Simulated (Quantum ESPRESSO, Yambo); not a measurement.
# Beyond one shot: BN (Qingsongite), part 2 of 2

How far does self-consistency move the gap of BN (Qingsongite)?

Quantum ESPRESSO 7.5 and Yambo 5.3.0; PBE and many-body steps on it, plane waves. Known limits of the many-body steps: not at the basis limit; coarse k mesh.

So far. Step 5 (evGW0, cycle 1): Against G0W0 in Yambo (6×6×6 mesh, 53 bands, screening to 210.9 eV, Godby-Needs plasmon pole), the gap moves by +0.157 eV. Step 6 (evGW0, cycle 2): Against the cycle before, the gap moves by +0.019 eV.

## 7. evGW0, cycle 3

Level of this step: evGW0 on PBE, plane waves, norm-conserving pseudopotentials (Yambo).

gw4.in reads:

```
HF_and_locXC
gw0
dyson
ppa
em1d
rim_cut
RandQpts= 1000000
RandGvec= 1 RL
EXXRLvcs= 72 Ry
VXCRLvcs= 288 Ry
Chimod= "HARTREE"
% BndsRnXp
 1 | 53 |
%
NGsBlkXp= 15.5 Ry
% LongDrXp
 1 | 1 | 1 |
%
% GbndRnge
 1 | 53 |
%
DysSolver= "n"
ExtendOut
PPAPntXp= 27.21138 eV
% QPkrange
 1 | 16 | 2 | 8 |
%
GfnQPdb= "E < ./gw3_fix/ndb.QP"
```

Launch:

```sh
OMP_NUM_THREADS=1 mpirun -n 4 yambo -F gw4.in -J gw4,gw1_W -C gw4 > gw4.log
```

Output:

```text
 Yambo, version 5.3.0

 [02] CORE Variables Setup
 =========================

  [... cell, symmetries and grids as in the set-up ...]

  [02.05] Energies & Occupations
  ==============================

  [X] === General ===
  [X] Electronic Temperature                        :  0.000000  0.000000 [eV K]
  [X] Bosonic    Temperature                        :  0.000000  0.000000 [eV K]
  [X] Finite Temperature mode                       : no
  [X] El. density                                   :  0.67737E+24 [cm-3]
[...]
Sx RL components                                 :   893

   QP @ state[ 1 ] K range                          :   1  16
   QP @ state[ 1 ] b range                          :   2   8
   GF energies kind                                 : Perdew, Burke & Ernzerhof(X)+Perdew, Burke & Ernzerhof(C)+ E < ./gw1/ndb.QP + @E Fit+ E < ./gw2_fix/
   GF WF`s kind                                     : Perdew, Burke & Ernzerhof(X)+Perdew, Burke & Ernzerhof(C)
   Xs energies kind                                 : Perdew, Burke & Ernzerhof(X)+Perdew, Burke & Ernzerhof(C)
   Xs WF`s kind                                     : Perdew, Burke & Ernzerhof(X)+Perdew, Burke & Ernzerhof(C)

 [13] Game Over & Game summary
```

Elapsed: 1.9 min, on 4 MPI ranks of Arm Neoverse V1, shared host; peak memory 1.2 GiB.

This step gave:

| Quantity | Value |
| --- | --- |
| quasiparticle gap on the mesh | 6.126 eV |
| gap of the density functional on the mesh | 4.535 eV |
| k of the valence top | 0, 0, 0 |
| k of the conduction bottom | 0, -0.5, -0.5 |
| least direct quasiparticle gap on the computed points | 11.17 eV |

Against the cycle before, the gap moves by +0.002 eV.

The program's own table gives 6.337 eV, which is too large where the input levels are shifted: this version takes Σc at the unshifted level E₀, yet steps from the shifted one. The value above is the Newton step from E₀, E₀ + Z(Σc + Σx − Vxc), rebuilt from the printed columns.

## 8. evGW, cycle 1

This step: evGW on PBE, plane waves, norm-conserving pseudopotentials.

gw5.in, as its differences from gw4.in of step 7:

```diff
@@ -27,2 +27,3 @@
 %
-GfnQPdb= "E < ./gw3_fix/ndb.QP"
+GfnQPdb= "E < ./gw1/ndb.QP"
+XfnQPdb= "E < ./gw1/ndb.QP"
```

Launch:

```sh
OMP_NUM_THREADS=1 mpirun -n 4 yambo -F gw5.in -J gw5 -C gw5 > gw5.log
```

Output:

```text
 Yambo, version 5.3.0

 [02] CORE Variables Setup
 =========================

  [... cell, symmetries and grids as in the set-up ...]

  [02.05] Energies & Occupations
  ==============================

  [X] === General ===
  [X] Electronic Temperature                        :  0.000000  0.000000 [eV K]
  [X] Bosonic    Temperature                        :  0.000000  0.000000 [eV K]
  [X] Finite Temperature mode                       : no
  [X] El. density                                   :  0.67737E+24 [cm-3]
[...]
Sx RL components                                 :   893

   QP @ state[ 1 ] K range                          :   1  16
   QP @ state[ 1 ] b range                          :   2   8
   GF energies kind                                 : Perdew, Burke & Ernzerhof(X)+Perdew, Burke & Ernzerhof(C)+ E < ./gw1/ndb.QP + @E Fit
   GF WF`s kind                                     : Perdew, Burke & Ernzerhof(X)+Perdew, Burke & Ernzerhof(C)
   Xs energies kind                                 : Perdew, Burke & Ernzerhof(X)+Perdew, Burke & Ernzerhof(C)
   Xs WF`s kind                                     : Perdew, Burke & Ernzerhof(X)+Perdew, Burke & Ernzerhof(C)

 [15] Game Over & Game summary
```

Wall time 2.1 min (4 MPI ranks); peak memory 1.2 GiB.

This step gave:

| Item | Value |
| --- | --- |
| quasiparticle gap on the mesh | 6.377 eV |
| gap of the density functional on the mesh | 4.535 eV |
| k of the valence top | 0, 0, 0 |
| k of the conduction bottom | 0, -0.5, -0.5 |
| least direct quasiparticle gap on the computed points | 11.44 eV |

Against G0W0 in Yambo (6×6×6 mesh, 53 bands, screening to 210.9 eV, Godby-Needs plasmon pole), the gap moves by +0.430 eV.

The program's own table gives 6.551 eV, which is too large where the input levels are shifted: this version takes Σc at the unshifted level E₀, yet steps from the shifted one. The value above is the Newton step from E₀, E₀ + Z(Σc + Σx − Vxc), rebuilt from the printed columns.

## 9. evGW, cycle 2

gw6.in, as its differences from gw5.in of step 8:

```diff
@@ -27,3 +27,3 @@
 %
-GfnQPdb= "E < ./gw1/ndb.QP"
-XfnQPdb= "E < ./gw1/ndb.QP"
+GfnQPdb= "E < ./gw5_fix/ndb.QP"
+XfnQPdb= "E < ./gw5_fix/ndb.QP"
```

Launch:

```sh
OMP_NUM_THREADS=1 mpirun -n 4 yambo -F gw6.in -J gw6 -C gw6 > gw6.log
```

Output:

```text
 Yambo, version 5.3.0

 [02] CORE Variables Setup
 =========================

  [... cell, symmetries and grids as in the set-up ...]

  [02.05] Energies & Occupations
  ==============================

  [X] === General ===
  [X] Electronic Temperature                        :  0.000000  0.000000 [eV K]
  [X] Bosonic    Temperature                        :  0.000000  0.000000 [eV K]
  [X] Finite Temperature mode                       : no
  [X] El. density                                   :  0.67737E+24 [cm-3]
[...]
Sx RL components                                 :   893

   QP @ state[ 1 ] K range                          :   1  16
   QP @ state[ 1 ] b range                          :   2   8
   GF energies kind                                 : Perdew, Burke & Ernzerhof(X)+Perdew, Burke & Ernzerhof(C)+ E < ./gw1/ndb.QP + @E Fit+ E < ./gw5_fix/
   GF WF`s kind                                     : Perdew, Burke & Ernzerhof(X)+Perdew, Burke & Ernzerhof(C)
   Xs energies kind                                 : Perdew, Burke & Ernzerhof(X)+Perdew, Burke & Ernzerhof(C)
   Xs WF`s kind                                     : Perdew, Burke & Ernzerhof(X)+Perdew, Burke & Ernzerhof(C)

 [15] Game Over & Game summary
```

Elapsed: 2.1 min, on 4 MPI ranks; peak memory 1.2 GiB; 8.2 min of CPU time.

This step gave:

| Item | Value |
| --- | --- |
| quasiparticle gap on the mesh | 6.495 eV |
| gap of the density functional on the mesh | 4.535 eV |
| k of the valence top | 0, 0, 0 |
| k of the conduction bottom | 0, -0.5, -0.5 |
| least direct quasiparticle gap on the computed points | 11.60 eV |

Against the cycle before, the gap moves by +0.118 eV.

The program's own table gives 6.711 eV, which is too large where the input levels are shifted: this version takes Σc at the unshifted level E₀, yet steps from the shifted one. The value above is the Newton step from E₀, E₀ + Z(Σc + Σx − Vxc), rebuilt from the printed columns.

## 10. evGW, cycle 3

gw7.in, as its differences from gw6.in of step 9:

```diff
@@ -27,3 +27,3 @@
 %
-GfnQPdb= "E < ./gw5_fix/ndb.QP"
-XfnQPdb= "E < ./gw5_fix/ndb.QP"
+GfnQPdb= "E < ./gw6_fix/ndb.QP"
+XfnQPdb= "E < ./gw6_fix/ndb.QP"
```

Launch:

```sh
OMP_NUM_THREADS=1 mpirun -n 4 yambo -F gw7.in -J gw7 -C gw7 > gw7.log
```

Output:

```text
 Yambo, version 5.3.0

 [02] CORE Variables Setup
 =========================

  [... cell, symmetries and grids as in the set-up ...]

  [02.05] Energies & Occupations
  ==============================

  [X] === General ===
  [X] Electronic Temperature                        :  0.000000  0.000000 [eV K]
  [X] Bosonic    Temperature                        :  0.000000  0.000000 [eV K]
  [X] Finite Temperature mode                       : no
  [X] El. density                                   :  0.67737E+24 [cm-3]
[...]
Sx RL components                                 :   893

   QP @ state[ 1 ] K range                          :   1  16
   QP @ state[ 1 ] b range                          :   2   8
   GF energies kind                                 : Perdew, Burke & Ernzerhof(X)+Perdew, Burke & Ernzerhof(C)+ E < ./gw1/ndb.QP + @E Fit+ E < ./gw5_fix/
   GF WF`s kind                                     : Perdew, Burke & Ernzerhof(X)+Perdew, Burke & Ernzerhof(C)
   Xs energies kind                                 : Perdew, Burke & Ernzerhof(X)+Perdew, Burke & Ernzerhof(C)
   Xs WF`s kind                                     : Perdew, Burke & Ernzerhof(X)+Perdew, Burke & Ernzerhof(C)

 [15] Game Over & Game summary
```

Elapsed: 2.1 min, on 4 MPI ranks; peak memory 1.2 GiB.

This step gave:

```yaml
quasiparticle_gap_on_the_mesh: 6.527 eV
gap_of_the_density_functional_on_the_mesh: 4.535 eV
k_of_the_valence_top: 0, 0, 0
k_of_the_conduction_bottom: 0, -0.5, -0.5
least_direct_quasiparticle_gap_on_the_computed_points: 11.64 eV
```

Against the cycle before, the gap moves by +0.032 eV.

The program's own table gives 6.754 eV, which is too large where the input levels are shifted: this version takes Σc at the unshifted level E₀, yet steps from the shifted one. The value above is the Newton step from E₀, E₀ + Z(Σc + Σx − Vxc), rebuilt from the printed columns.

## 11. evGW, cycle 4

gw8.in, as its differences from gw7.in of step 10:

```diff
@@ -27,3 +27,3 @@
 %
-GfnQPdb= "E < ./gw6_fix/ndb.QP"
-XfnQPdb= "E < ./gw6_fix/ndb.QP"
+GfnQPdb= "E < ./gw7_fix/ndb.QP"
+XfnQPdb= "E < ./gw7_fix/ndb.QP"
```

Launch:

```sh
OMP_NUM_THREADS=1 mpirun -n 4 yambo -F gw8.in -J gw8 -C gw8 > gw8.log
```

Output:

```text
 Yambo, version 5.3.0

 [02] CORE Variables Setup
 =========================

  [... cell, symmetries and grids as in the set-up ...]

  [02.05] Energies & Occupations
  ==============================

  [X] === General ===
  [X] Electronic Temperature                        :  0.000000  0.000000 [eV K]
  [X] Bosonic    Temperature                        :  0.000000  0.000000 [eV K]
  [X] Finite Temperature mode                       : no
  [X] El. density                                   :  0.67737E+24 [cm-3]
[...]
Sx RL components                                 :   893

   QP @ state[ 1 ] K range                          :   1  16
   QP @ state[ 1 ] b range                          :   2   8
   GF energies kind                                 : Perdew, Burke & Ernzerhof(X)+Perdew, Burke & Ernzerhof(C)+ E < ./gw1/ndb.QP + @E Fit+ E < ./gw5_fix/
   GF WF`s kind                                     : Perdew, Burke & Ernzerhof(X)+Perdew, Burke & Ernzerhof(C)
   Xs energies kind                                 : Perdew, Burke & Ernzerhof(X)+Perdew, Burke & Ernzerhof(C)
   Xs WF`s kind                                     : Perdew, Burke & Ernzerhof(X)+Perdew, Burke & Ernzerhof(C)

 [15] Game Over & Game summary
```

The job ended after 2.1 min (4 MPI ranks; peak memory 1.2 GiB; 8.2 min of CPU time).

Numbers from this step:

| Property | Result |
| --- | --- |
| quasiparticle gap on the mesh | 6.536 eV |
| gap of the density functional on the mesh | 4.535 eV |
| k of the valence top | 0, 0, 0 |
| k of the conduction bottom | 0, -0.5, -0.5 |
| least direct quasiparticle gap on the computed points | 11.65 eV |

Against the cycle before, the gap moves by +0.008 eV.

The program's own table gives 6.765 eV, which is too large where the input levels are shifted: this version takes Σc at the unshifted level E₀, yet steps from the shifted one. The value above is the Newton step from E₀, E₀ + Z(Σc + Σx − Vxc), rebuilt from the printed columns.

## 12. The runs together

Times are wall times on 4 MPI ranks of Arm Neoverse V1, shared host, good to a factor of about two.

```csv
run,mesh,bands,screening cutoff (eV),DFT gap (eV),gap on the mesh (eV),direct (eV),time
G0W0,6×6×6,53,210.9,4.535,5.947,10.881,2.1 min
"evGW0, cycle 1",6×6×6,53,210.9,4.535,6.104,11.133,1.9 min
"evGW0, cycle 2",6×6×6,53,210.9,4.535,6.123,11.167,1.9 min
"evGW0, cycle 3",6×6×6,53,210.9,4.535,6.126,11.172,1.9 min
"evGW, cycle 1",6×6×6,53,210.9,4.535,6.377,11.444,2.1 min
"evGW, cycle 2",6×6×6,53,210.9,4.535,6.495,11.599,2.1 min
"evGW, cycle 3",6×6×6,53,210.9,4.535,6.527,11.640,2.1 min
"evGW, cycle 4",6×6×6,53,210.9,4.535,6.536,11.651,2.1 min
```

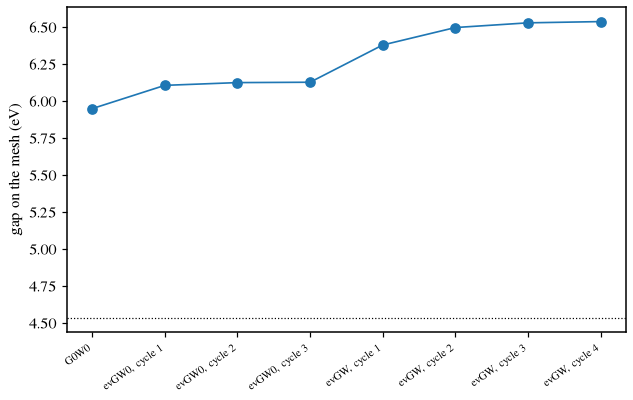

The gap through the cycles; the dotted line is the starting gap.

## 13. Outcome

- G0W0: 5.947 eV
- evGW0, cycle 1: 6.104 eV
- evGW0, cycle 2: 6.123 eV
- evGW0, cycle 3: 6.126 eV
- evGW, cycle 1: 6.377 eV
- evGW, cycle 2: 6.495 eV
- evGW, cycle 3: 6.527 eV
- evGW, cycle 4: 6.536 eV
- known limits: not at the basis limit; coarse k mesh

**Reading.** evGW0 ends at 6.13 eV, +0.18 eV from G0W0, after 3 cycles that took 5.7 min beside the first screening; the last moved the gap by 0.002 eV. evGW ends at 6.54 eV, +0.59 eV from G0W0, after 4 cycles that took 8.3 min beside the first screening; the last moved the gap by 0.008 eV. Bands and cutoff are finite, so the gap is not at the basis limit. The miss can reach some tenths of an eV and take either sign; the mesh is an error of its own. The 6×6×6 mesh is coarse for this cell, which bears on the long-range parts of exchange and screening.

[Paths, hosts, dates, memory and timing lines, banners, echoed tables and standing remarks are left out of the program output.]

[Logs are printed without paths, hosts, clocks, repeated set-up lines and the standing remarks that a program may print on its own settings, such as how far it seeks lower states.]

[Runs of the session that timed out or met a known fault of the program may be left out.]

[Hosts, paths, dates, database ids (printed as entryN), source tags and the programs' standing remarks are cut or masked in the printed files.]
